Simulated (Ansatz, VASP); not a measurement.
# Ru16N3 (Ru(0001)): VASP beside Ansatz, part 2 of 2

One calculation is typed for both programs; each brings its own data sets and cutoff. How far apart do they land?  The structure shown is the end of the VASP relaxation below.

VASP 6.6.1 and Ansatz 0.2.0.

So far: The starting structure; VASP: relaxation, PBE.

## Step 3: Ansatz: single point, PBE

Level of this step: Ansatz beside VASP: Kohn-Sham DFT, plane waves, PBE (Ansatz).

Ansatz runs on its default PAW (the set named soft_2) files.

The same cell, functional, mesh and smearing now go to Ansatz, which takes its cutoff from its data sets.

Input file input.yaml:

```yaml
crystal:
  lattice:
    - [5.43333385, 0.0, 0.0]
    - [2.71666693, 4.70540514, 0.0]
    - [0.0, 0.0, 21.4119356]
  atoms:
    - { symbol: Ru, position: [0.83333333, 0.33333333, 0.35027193] }
    - { symbol: Ru, position: [0.33333333, 0.33333333, 0.35027193] }
    - { symbol: Ru, position: [0.83333333, 0.83333333, 0.35027193] }
    - { symbol: Ru, position: [0.33333333, 0.83333333, 0.35027193] }
    - { symbol: Ru, position: [0.0, 0.0, 0.45009064] }
    - { symbol: Ru, position: [0.5, 0.0, 0.45009064] }
    - { symbol: Ru, position: [0.0, 0.5, 0.45009064] }
    - { symbol: Ru, position: [0.5, 0.5, 0.45009064] }
    - { symbol: Ru, position: [0.83718947, 0.33140526, 0.54941387] }
    - { symbol: Ru, position: [0.33140526, 0.33140526, 0.54941387] }
    - { symbol: Ru, position: [0.83333333, 0.83333333, 0.55190805] }
    - { symbol: Ru, position: [0.33140526, 0.83718947, 0.54941387] }
    - { symbol: Ru, position: [0.99772067, 0.99772067, 0.65397424] }
    - { symbol: Ru, position: [0.50455866, 0.99772067, 0.65397424] }
    - { symbol: Ru, position: [0.99772067, 0.50455866, 0.65397424] }
    - { symbol: Ru, position: [0.5, 0.5, 0.65048856] }
    - { symbol: "N", position: [0.33259097, 0.33259097, 0.70639754] }
    - { symbol: "N", position: [0.83481806, 0.33259097, 0.70639754] }
    - { symbol: "N", position: [0.33259097, 0.83481806, 0.70639754] }
hamiltonian:
  xc: pbe
  pseudopotentials: { kind: paw }
kpoints:
  mp_grid: { grid: [6, 6, 1] }
scf:
  occupations: { method: methfessel_paxton, width: 0.15 }
  n_extra_bands: 8
efield:
  axis: 3
  dipole_correction: true
  ramp_width: 0.04
output:
  forces: true
  eigenvalues: true
```

The run is started by

```bash
ansatz run input.yaml --threads 8 --pin off --max-ram 18432MiB --backend cpu --events-out ev --progress --plain --runs-dir out
```

Numbers of over 12 decimals in the logs are rounded to 6 here.

Log:

```text
scf.n_extra_bands = 8 over 136 filled bands (N_el = 271.0): the run solves 144 bands
Engine: ansatz 0.2.0, aarch64-unknown-linux-gnu
Pseudopotentials: kind: paw
Pseudopotential: Ru, paw, valence charge 16, recommended cutoff 420 eV (normal), Ru.paw.azcp
Pseudopotential: N, paw, valence charge 5, recommended cutoff 420 eV (normal), N.paw.azcp
Functional definition: PBE
  parameter kappa = 0.804
  parameter beta = 0.066725
  exchange = pbe_x(kappa = kappa, mu = beta*pi^2/3)
  correlation = pbe_c(beta = beta)
Crystal: 19 atoms, lattice volume = 547.418 Å³
Basis set: ecut = 420 eV, 10637 PW (Γ), exchange–correlation on 80×80×288 points (8 copies of the dense FFT grid, shifted against one another)
Bands: 144, of which v1, the nominal top of the filled ones, is band 136 counted from 1 (135 counted from 0)
Symmetry: 6 space group operations
Space group: P3m1 (ITA 156), of the structure as read, at distance tolerance 8.2e-5 Å
k-points: 7 of 36 (time reversal used)
Non-local potential: Ru, projectors of the file, l = 0: 3, l = 1: 2, l = 2: 2, l = 3: 1
Non-local potential: N, projectors of the file, l = 0: 2, l = 1: 2, l = 2: 1
PAW form: soft (Blöchl's): semilocal exchange-correlation on the pseudo side does not see the compensation charge
PAW one-centre angular grid: Ru, 590 points (default); XC on 64 Gauss nodes
PAW one-centre angular grid: N, 110 points (default); XC on 64 Gauss nodes
Initial density: superposition of atomic densities (neutral atoms: chi_scale 0, normalization atom), corrected by the library's trained network
Initial wavefunctions: pseudopotential atomic-orbital guess
Functional: x = pbe(κ = 0.804, μ = 0.219515), c = pbe(β = 0.066725)
SCF iter   1: F=—  HF=-95202.998890 eV  |F-HF|=—  |Δ(HF+E_count)|=         —  Δρ=1.63e-2  dr2=1.83e1  ethr=1.77e-3  p=-0.068 e·Å  D=-2.24e-2 V/Å  ΔV_dip=0.48 eV  dr2_dipole=8.45e0  V_vac-E_F(+/−)=5.28/4.80 eV  ⟨swp⟩=7.4  Hψ=4374  notcnv=0
efield: sawtooth ramp at fractional position 0.0083 (placed from the atoms, in the widest stretch of the axis that holds none; the zero of the levels goes with the place), width 0.0400; the density the first Hamiltonian is built on has a dipole p = -0.068 e·Å; the dipole correction subtracts the counter field D = -2.24e-2 V/Å, which shifts the + side's vacuum level by +0.48 eV against the − side's; the planar-averaged density in the ramp window peaks in size at 1.0e-4 e/Å³
preconditioner: auto → LDOS  [metal: Δε(μ)=0.013 eV  Ē_g=4.208 eV  σ=0.150 eV  W_gap=0.07  n_scr=124 (ndim 8)  ℏωp=19.0 eV  f_vac=0.512  D(μ)=16.77/eV (n_scr^D=112)  β→1.0]
SCF iter   2: F=—  HF=-95202.582684 eV  |F-HF|=—  |Δ(HF+E_count)|=   4.16e-1  S|Δr|=    0.00e0  Δρ=6.03e-3  dr2=3.80e-1  ethr=1.77e-3  p=-0.217 e·Å  D=-7.18e-2 V/Å  ΔV_dip=1.54 eV  dr2_dipole=3.57e-3  V_vac-E_F(+/−)=6.46/4.92 eV  ⟨swp⟩=1.6  Hψ=1288  notcnv=0  defer=2
SCF iter   3: F=—  HF=-95202.598556 eV  |F-HF|=—  |Δ(HF+E_count)|=   1.59e-2  S|Δr|=    0.00e0  Δρ=3.70e-3  dr2=1.94e-1  ethr=1.40e-4  p=-0.203 e·Å  D=-6.73e-2 V/Å  ΔV_dip=1.44 eV  dr2_dipole=3.18e-3  V_vac-E_F(+/−)=6.47/5.03 eV  ⟨swp⟩=3.1  Hψ=2176  notcnv=0  defer=2
SCF iter   4: F=—  HF=-95202.576463 eV  |F-HF|=—  |Δ(HF+E_count)|=   2.21e-2  S|Δr|=    0.00e0  Δρ=1.50e-3  dr2=3.35e-2  ethr=7.17e-5  p=-0.207 e·Å  D=-6.84e-2 V/Å  ΔV_dip=1.46 eV  dr2_dipole=1.13e-3  V_vac-E_F(+/−)=6.50/5.03 eV  ⟨swp⟩=2.0  Hψ=1425  notcnv=0  defer=2
SCF iter   5: F=—  HF=-95202.575382 eV  |F-HF|=—  |Δ(HF+E_count)|=   1.08e-3  S|Δr|=    0.00e0  Δρ=2.32e-4  dr2=7.88e-4  ethr=1.23e-5  p=-0.209 e·Å  D=-6.90e-2 V/Å  ΔV_dip=1.48 eV  dr2_dipole=4.05e-5  V_vac-E_F(+/−)=6.51/5.04 eV  ⟨swp⟩=2.0  Hψ=1515  notcnv=0  defer=2
SCF iter   6: F=—  HF=-95202.575402 eV  |F-HF|=—  |Δ(HF+E_count)|=   1.98e-5  S|Δr|=    0.00e0  Δρ=7.55e-5  dr2=6.11e-5  ethr=2.91e-7  p=-0.209 e·Å  D=-6.89e-2 V/Å  ΔV_dip=1.48 eV  dr2_dipole=4.80e-7  V_vac-E_F(+/−)=6.52/5.05 eV  ⟨swp⟩=3.3  Hψ=2125  notcnv=0  defer=2
SCF iter   7: F=—  HF=-95202.576606 eV  |F-HF|=—  |Δ(HF+E_count)|=   1.20e-3  S|Δr|=    0.00e0  Δρ=3.86e-5  dr2=3.46e-5  ethr=2.25e-8  p=-0.208 e·Å  D=-6.89e-2 V/Å  ΔV_dip=1.47 eV  dr2_dipole=4.57e-8  V_vac-E_F(+/−)=6.53/5.05 eV  ⟨swp⟩=2.9  Hψ=2059  notcnv=0
SCF iter   8: F=—  HF=-95202.576606 eV  |F-HF|=—  |Δ(HF+E_count)|=   5.24e-7  S|Δr|=    0.00e0  Δρ=1.53e-5  dr2=2.71e-6  ethr=1.28e-8  p=-0.208 e·Å  D=-6.88e-2 V/Å  ΔV_dip=1.47 eV  dr2_dipole=4.91e-7  V_vac-E_F(+/−)=6.53/5.06 eV  ⟨swp⟩=2.1  Hψ=1567  notcnv=0
SCF iter   9: F=—  HF=-95202.576611 eV  |F-HF|=—  |Δ(HF+E_count)|=   4.88e-6  S|Δr|=    0.00e0  Δρ=4.88e-6  dr2=2.60e-7  ethr=1.00e-9  p=-0.208 e·Å  D=-6.87e-2 V/Å  ΔV_dip=1.47 eV  dr2_dipole=2.78e-8  V_vac-E_F(+/−)=6.53/5.06 eV  ⟨swp⟩=2.9  Hψ=1886  notcnv=0
SCF iter  10: F=-95202.576612 eV  HF=-95202.576612 eV  |F-HF|=6.74e-8  |Δ(HF+E_count)|=   4.63e-7  S|Δr|=    0.00e0  Δρ=2.06e-6  dr2=5.83e-8  ethr=3.69e-11  p=-0.208 e·Å  D=-6.87e-2 V/Å  ΔV_dip=1.47 eV  dr2_dipole=2.63e-8  V_vac-E_F(+/−)=6.53/5.06 eV  ⟨swp⟩=8.4  Hψ=4439  notcnv=0
SCF 1 converged in 10 iterations: F = -95202.576612 eV  dr2 = 5.83e-8
  greatest PAW one-centre occupation: 0.998 electrons in one spin orbital (limit 2), on the Ru atom at site 2 (counted from 0), in its partial waves of l = 0
SCF converged after 10 iterations
Stability not checked: this state was not tested for a lower state beside it, because cold or Methfessel-Paxton smearing, or corrected tetrahedra, fill the levels in a way that the test cannot read (fill_not_monotonic; see scf.lower_state_search)
Free energy (F): -95202.576612 eV
Harris-Foulkes:  -95202.576612 eV  (|F-HF|=6.74e-8)
Internal energy: -95202.579031 eV  (E = F + TS)
E sigma→0 (E₀):  -95202.577216 eV
Entropy (-TS):   0.002419 eV (0.127 meV/atom)
Fermi energy:    6.479505 eV
Dipole field:    D = -0.068581 V/Å  (p = -0.207473 e·Å, saw-weighted, corrected)
Work function:   Φ+ = 6.5273 eV   Φ− = 5.0589 eV
Levels:          The Fermi level and band energies are counted from a zero that moves with the ramp; work functions are not
--- Per-component energies (eV) ---
  E_band       = -5254.671077
  E_kinetic    = 8592.472279
  E_local      = -335692.084548  (includes V_loc(G=0)·N_el)
  E_nonlocal   = 5630.740867
  E_hartree    = 161930.466515
  E_xc         = -3216.596409
  E_vxc        = -4039.624628  (∫ρ·V_xc dr)
  E_paw        = -55750.873261  (= ΣΔE_a)
  E_vpaw       = -3600.750203  (= ΣTr[D̂ρ^β])
  E_aug_tail   = -0.002829  (compensation charges beyond the density's cutoff)
  E_efield     = 0.007114  (sawtooth field / dipole correction)
  E_vefield    = -6.386112  (∫n·V_field dr)
  E_ewald      = 123303.291241
  E_smearing   = 0.002419  (= −TS)
  E_closure    = 0.000000  (closes the sum)
  Σ components = -95202.576612   (vs F -95202.576612, Δ=0.00e0)
--- Forces (eV/Å), atoms counted from 1 ---
  atom   1  Ru     0.03236311    -0.01868485     0.77142168
  atom   2  Ru    -0.03236311    -0.01868485     0.77142168
  atom   3  Ru    -0.00000000    -0.00000000     0.79811493
  atom   4  Ru     0.00000000     0.03736970     0.77142168
  atom   5  Ru    -0.15003480    -0.08662263    -1.09445975
  atom   6  Ru     0.15003480    -0.08662263    -1.09445975
  atom   7  Ru     0.00000000     0.17324526    -1.09445975
  atom   8  Ru     0.00000000     0.00000000    -0.33063021
  atom   9  Ru    -0.03834425     0.02213806     0.04525768
  atom  10  Ru     0.03834425     0.02213806     0.04525768
  atom  11  Ru     0.00000000    -0.00000000    -0.02155413
  atom  12  Ru    -0.00000000    -0.04427612     0.04525768
  atom  13  Ru     0.11416548     0.06591347     0.15304029
  atom  14  Ru    -0.11416548     0.06591347     0.15304029
  atom  15  Ru    -0.00000000    -0.13182694     0.15304029
  atom  16  Ru    -0.00000000     0.00000000     0.17193971
  atom  17  N     -0.03643852    -0.02103779    -0.08121054
  atom  18  N      0.03643852    -0.02103779    -0.08121054
  atom  19  N      0.00000000     0.04207558    -0.08121054
  max |Σ_I F_I| component: 1.84e-5 eV/Å
--- Band table (eV; the first three rows and the last of 7) ---
  k-point 0: bands = [... 132 lower, 7.0056, 7.0056, 7.1136, 7.2828, 7.2902, 7.2902, 7.3851, 7.3851, ... 4 higher]
  k-point 1: bands = [... 132 lower, 6.6331, 6.6365, 6.8728, 6.8918, 7.0038, 7.1216, 7.1784, 7.2724, ... 4 higher]
  k-point 2: bands = [... 132 lower, 6.1132, 6.1704, 6.3903, 6.3936, 6.6615, 6.6863, 6.7364, 6.7389, ... 4 higher]
  k-point 6: bands = [... 132 lower, 5.9973, 6.0012, 6.1056, 6.3718, 6.4083, 6.5737, 6.6861, 6.7283, ... 4 higher]
```

It took 19 s on 8 threads of Arm Neoverse N1, shared host; peak memory 2.6 GiB.

Reading the cycles: dr2 is the Hartree energy of the density residual (eV), the measure of convergence; HF is the Harris–Foulkes estimate of the energy, which meets the free energy F at convergence.

## Step 4: Side by side

Known differences besides the PAW data sets themselves: the data sets hold 271 valence electrons in Ansatz (default PAW (the set named soft_2) files) and 143 in VASP; the cutoff is 420 eV in Ansatz and 440 eV in VASP (PREC = Normal, projectors in real space). Total energies have different zeros and are not compared.

Forces on 10 of the 19 atoms, picked by the larger force of the two programs (eV/Å; atoms numbered as in POSCAR):

```tsv
atom	Ansatz x, y, z	VASP x, y, z
Ru1	0.032, -0.019, 0.771	0.031, -0.018, 0.881
Ru2	-0.032, -0.019, 0.771	-0.031, -0.018, 0.881
Ru3	0.000, 0.000, 0.798	0.000, 0.000, 0.907
Ru4	0.000, 0.037, 0.771	0.000, 0.036, 0.881
Ru5	-0.150, -0.087, -1.094	-0.142, -0.082, -1.081
Ru6	0.150, -0.087, -1.094	0.142, -0.082, -1.081
Ru7	0.000, 0.173, -1.094	0.000, 0.165, -1.081
Ru8	0.000, 0.000, -0.331	0.000, 0.000, -0.318
Ru13	0.114, 0.066, 0.153	0.009, 0.005, -0.013
Ru14	-0.114, 0.066, 0.153	-0.009, 0.005, -0.013
```

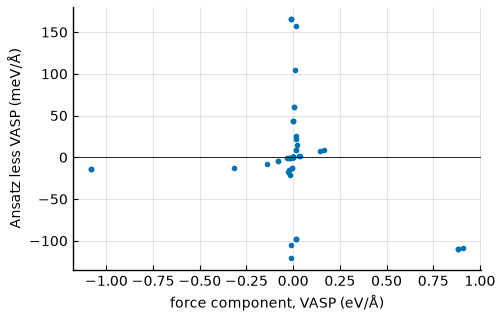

Difference of the force components against their size.

The forces differ by 65 meV/Å r.m.s., which is 18.6 % of the r.m.s. force of 0.35 eV/Å (both taken over all components, held atoms included).

## Step 5: Further runs

The difference is large enough to ask for its cause, so further runs change the set-up of one program at a time, as the table lists.

```tsv
run	r.m.s. force difference (% of the r.m.s. force)
as above	19
Ansatz's larger PAW set (cutoff 900 eV)	18
norm-conserving potentials (cutoff 1240 eV)	17
```

## Step 6: Summary of results

| Item | Value |
| --- | --- |
| r.m.s. force difference (single point, PBE) | 19 % of the r.m.s. force |

The r.m.s. force difference is 19 % of the r.m.s. force (single point, PBE), beyond the 3 % picked in this series as the mark of a large difference. For single point, PBE: no further run halves the r.m.s. force difference; only Ansatz's side was varied, and Ansatz's runs with other potentials lie closer to each other than to VASP, which for this quantity points to VASP's side; this was not tested here. How closely two codes agree says nothing of how well the functional describes the real material.

[Lines on the potential files, build, host, timing and source positions are cut from VASP's logs without a mark.]

[Logs are printed without paths, hosts, clocks, repeated set-up lines and the standing remarks that a program may print on its own settings, such as how far it seeks lower states.]

[Hosts, paths, dates, database ids (printed as entryN), source tags and the programs' standing remarks are cut or masked in the printed files.]
